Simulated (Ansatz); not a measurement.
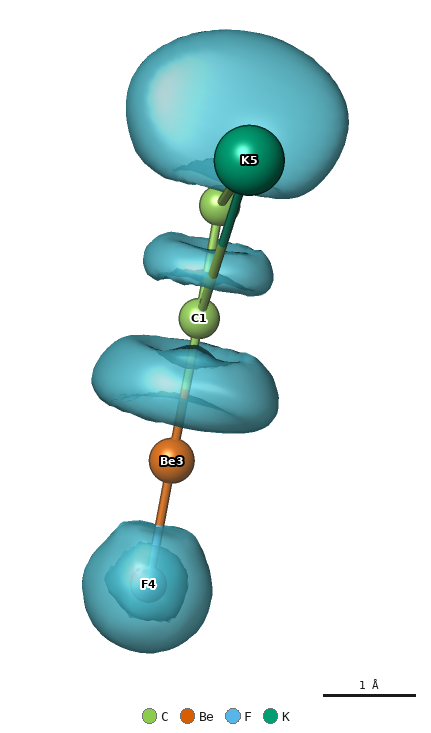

The picture shows: C2BeFK (SMILES [F][Be][C]1=[C+][K-]1). Isosurface of the electron localisation function at 0.8 (cyan), seen at an oblique angle. Core shells and regions of very low density are left out.

Geometry: B3LYP/6-31G*.

Level of theory: isolated molecule in a Gaussian basis; Kohn-Sham density functional theory, functional PBE0 (Ansatz 0.2.0).

```
atom    x (Å)    y (Å)    z (Å)
   C  -0.8028  -1.3063   2.1409
   C  -0.2436  -1.5395   1.0433
  Be  -1.3374  -1.0070   3.6297
   F  -1.8661  -0.7486   4.8840
   K  -2.0623  -1.6962  -0.6812
```

Where are the electrons localised?

Answer. At this value the surface marks out one region between bonded Be–C atoms (shared pairs), one region between bonded C–C atoms (shared pairs), one lobe on C, pointing away from the bonds (lone pairs) and one region wrapped around F (its valence shell). Along the contacts the grid gives the following. C–C (1.25 Å): the ELF peaks at about 0.90 between the atoms: a short, multiple covalent bond. Be–F (1.39 Å): the ELF peaks at about 0.85 in the valence shell of F, 0.6 Å from its nucleus, and is about 0.80 at the midpoint.
